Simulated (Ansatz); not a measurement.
# SiBr2 (SMILES Br[Si]Br): the energy, rung by rung

SiBr2: 3 atoms, total charge 0, spin state singlet. SMILES: `Br[Si]Br`. The shape is that of a PBE0-D4/def2-TZVP optimisation.

```xyz
3

Br    0.9751    1.3421    0.6709
Si   -0.7700    0.3857   -0.3764
Br   -0.2160   -1.7926   -0.3078
```

Each level gives the energy change with the Si2–Br3 bond stretched from 2.249 to 4.947 Å (eV). The values are calculated.

```json
{"level": "HF/def2-SVPD (restricted)", "kind": "Hartree–Fock", "program": "Ansatz", "value (eV)": "4.20", "CPU time (all runs)": "7.9 s"}
{"level": "SVWN5/def2-SVPD (restricted)", "kind": "LDA", "program": "Ansatz", "value (eV)": "3.67", "CPU time (all runs)": "23 s"}
{"level": "BLYP/def2-SVPD (restricted)", "kind": "GGA", "program": "Ansatz", "value (eV)": "2.93", "CPU time (all runs)": "43 s"}
{"level": "PBE/def2-SVPD (restricted)", "kind": "GGA", "program": "Ansatz", "value (eV)": "3.30", "CPU time (all runs)": "44 s"}
{"level": "r2SCAN/def2-SVPD (restricted)", "kind": "meta-GGA", "program": "Ansatz", "value (eV)": "3.58", "CPU time (all runs)": "1.8 min"}
{"level": "CAM-B3LYP/def2-SVPD (restricted)", "kind": "range-separated hybrid", "program": "Ansatz", "value (eV)": "4.03", "CPU time (all runs)": "29 s"}
{"level": "B2PLYP/def2-SVPD (restricted)", "kind": "double hybrid", "program": "Ansatz", "value (eV)": "3.57", "CPU time (all runs)": "42 s"}
{"level": "RPA@PBE0/def2-SVPD (restricted)", "kind": "RPA", "program": "Ansatz", "value (eV)": "3.37", "CPU time (all runs)": "85 s"}
{"level": "CCSD(T)/def2-SVPD (restricted)", "kind": "coupled cluster or CI", "program": "Ansatz", "value (eV)": "2.57", "CPU time (all runs)": "52 s"}
```

All-electron rows without a relativistic Hamiltonian named are non-relativistic. The first shape isn't each level's own minimum. The values span 2.57 to 4.20 eV. The coupled-cluster rows rest on a doubtful reference here (large T1 or Brueckner and Hartree–Fock orbitals at odds), and rows may lie in different states. In the correlated wave-function rows the outer d shell of Br is correlated, in sets not made for it. Times are those of the runs behind each value, whatever else they computed, on shared processors of several kinds: orders of magnitude only.

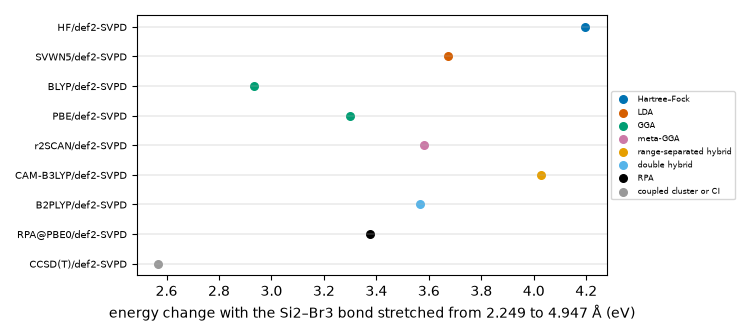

The values of the table, level by level.
